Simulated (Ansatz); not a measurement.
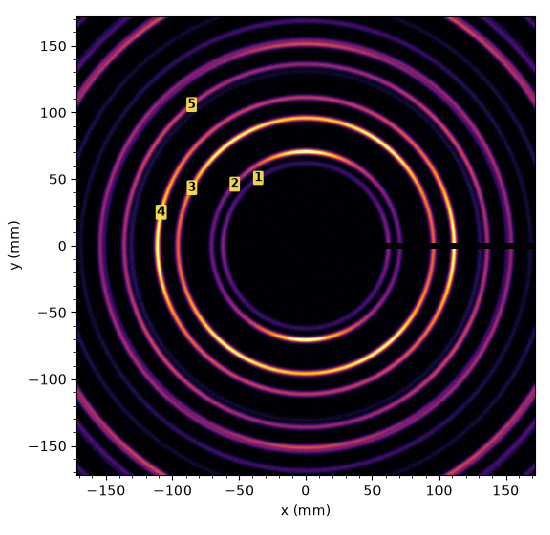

Simulated X-ray powder rings on a flat area detector normal to the beam: λ = 0.7107 Å, sample-to-detector distance 290 mm, axes in mm from the beam centre, for a sample with fibre texture (March–Dollase model, fibre axis vertical in the picture). Kinematic intensities with B = 0.3 Å² for all atoms, without absorption; brightness goes as intensity to the power 0.5, clipped at the top, with counting noise. Reflections closer than the ring width show as one ring.

The sample is Si2O, space group P6/mmm, a = 3.900 Å, b = 3.900 Å, c = 2.982 Å, α = 90.00°, β = 90.00°, γ = 120.00°. It is based on the geometry relaxed (final pressure about 5 GPa) with DFT, PAW plane waves, pbe (Ansatz); the starting structure was generated, so it need not be a known form of this composition.

> Measure the numbered rings and index them.

```json
{"ring": "1", "radius": "62.1 mm", "2θ (°)": "12.08", "d (Å)": "3.38", "hkl": "100"}
{"ring": "2", "radius": "70.6 mm", "2θ (°)": "13.69", "d (Å)": "2.98", "hkl": "001"}
{"ring": "3", "radius": "95.9 mm", "2θ (°)": "18.29", "d (Å)": "2.24", "hkl": "101"}
{"ring": "4", "radius": "111.3 mm", "2θ (°)": "21.00", "d (Å)": "1.950", "hkl": "110"}
{"ring": "5", "radius": "136.2 mm", "2θ (°)": "25.15", "d (Å)": "1.632", "hkl": "111"}
```

> Which lattice planes lie preferentially normal to the fibre axis?

The (0 0 1) planes: ring 2 is concentrated at the top and bottom of the pattern (March parameter 0.55).
